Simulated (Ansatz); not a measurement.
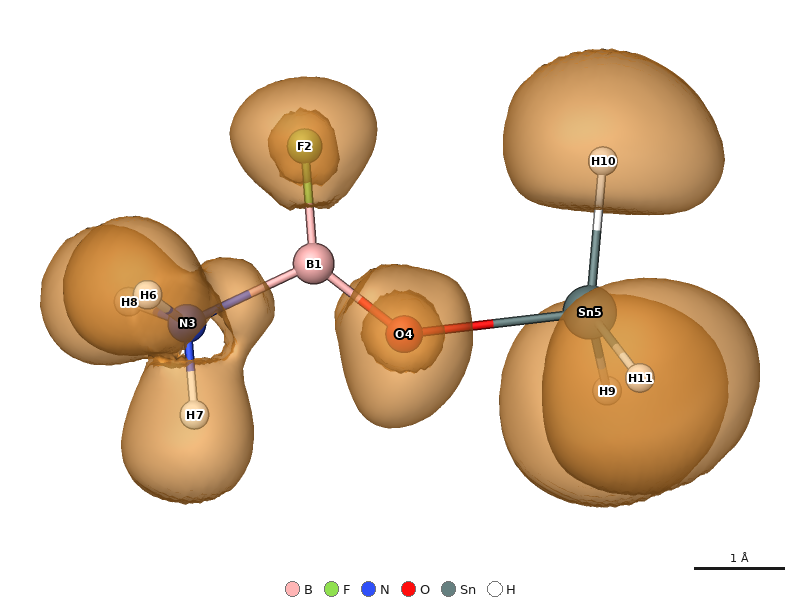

BFH6NOSn (SMILES [NH3+]B(F)[O][SnH3]) (charge +1). Isosurface of the ELF at 0.75 (orange), seen across its widest extent. Core shells and regions of very low density are left out.

Geometry: B3LYP-D3(BJ)/def2-SVP; core potentials replace the inner electrons of Sn.

All numbers below come from Ansatz, isolated molecule in a Gaussian basis; Kohn-Sham density functional theory, functional PBE0.

The calculation's input:

```
crystal:
  periodic: [false, false, false]
  atoms:
    - {symbol: B, position_ang: [0.941964, -0.498056, 1.641662]}
    - {symbol: F, position_ang: [1.894816, 0.254507, 2.158254]}
    - {symbol: "N", position_ang: [-0.373969, 0.347665, 1.386337]}
    - {symbol: O, position_ang: [0.906255, -1.746776, 1.325830]}
    - {symbol: Sn, position_ang: [2.265589, -3.359868, 1.410920]}
    - {symbol: H, position_ang: [-0.733614, 0.761018, 2.258653]}
    - {symbol: H, position_ang: [-1.111257, -0.242523, 0.980685]}
    - {symbol: H, position_ang: [-0.200051, 1.135159, 0.745466]}
    - {symbol: H, position_ang: [2.329652, -3.759866, -0.240745]}
    - {symbol: H, position_ang: [3.648644, -2.622379, 2.077700]}
    - {symbol: H, position_ang: [1.391485, -4.409551, 2.423937]}
basis:
  gaussian:
    orbitals: def2-SVPD
total_charge: 1
hamiltonian:
  xc: {name: PBE0}
output: {forces: true, orbitals: {seedname: orbitals}}
```

Run with:

```sh
ansatz run input.yaml --threads 2 --pin off --max-ram 4350MiB --events-out events.jsonl --progress --plain --runs-dir runs
```

Where are the electrons localised?

The ELF exceeds this value in three regions around hydrogen nuclei, one region on F in which the atom's valence shell and bonds are merged, one region on O in which the atom's valence shell and bonds are merged and one joined region spread over several atoms (H, N), in which their bonds and any lone pairs are merged.

Values along the shortest contacts:
B–O (1.29 Å): the ELF peaks at about 0.90 between the atoms (a short, strongly polar bond). B–F (1.32 Å): the ELF peaks at about 0.85 between the atoms, as expected for a shared but strongly polarised pair.
